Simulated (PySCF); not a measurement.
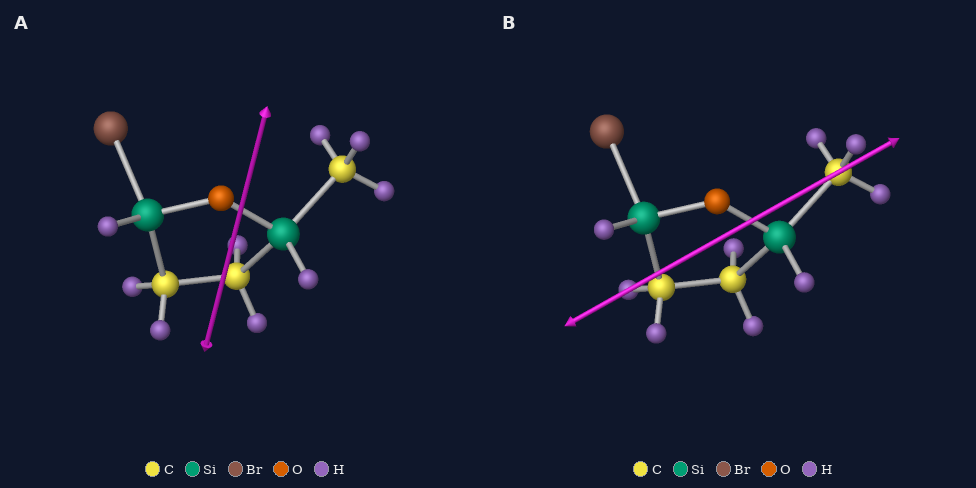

The double arrows show the directions of two transition dipoles from the ground state (lengths mean nothing). The computed structure is the end point of a GFN2-xTB optimisation. No frequency run is at hand to confirm it as a minimum. Method: TDDFT CAM-B3LYP/def2-SVPD, vertical, gas phase, core orbitals frozen in the response (PySCF 2.14.0).

> One belongs to singlet state 2 and one to singlet state 4. Which is which?

A: state 4, 7.73 eV (160 nm), oscillator strength 0.019, of mixed character, with the largest part HOMO → LUMO+2 (weight 0.36).
B: state 2, 7.52 eV (165 nm), oscillator strength 0.026, mainly HOMO−1 → LUMO+1 (weight 0.55).

The geometry is semi-empirical. Around Br, Si such bond lengths and angles can be off by a tenth of an ångström or more and by several degrees, and values that hang on the shape move with them.
